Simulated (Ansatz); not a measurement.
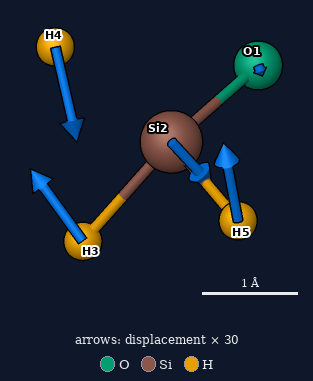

A constrained relaxation of SiH3O (charge −1). The starting structure is drawn; blue arrows show the displacements, 30 times their true length. The two geometries are superimposed by the best rigid fit.

Style: ball-and-stick. Shown from a free direction.

Computed with RKS PBE0-D4/def2-TZVPD in Ansatz. Set-up: held fixed: the distance between atoms 2 (Si) and 4 (H), counting from 1; force threshold 0.005 eV/Å; at most 200 steps.

> Atoms of which element are displaced furthest, and by how much?

Hydrogen: up to 0.035 Å, against 0.025 Å for silicon.

> What did the optimiser do to the structure, and how much energy did it gain?

The atom that moves furthest after the best rigid fit is H4 (0.035 Å). Largest moves by element: H 0.035 Å, Si 0.025 Å, O 0.004 Å. Near-neighbour distances that change, for instance: Si2–H3 1.531 → 1.519 Å, O1–Si2 1.564 → 1.556 Å. Bond angles that change, for instance: H3–Si2–H5 101.0° → 103.4°. After 4 geometry steps the energy has fallen by 0.30 kcal/mol. The largest force component goes from 0.34 to 0.00036 eV/Å.
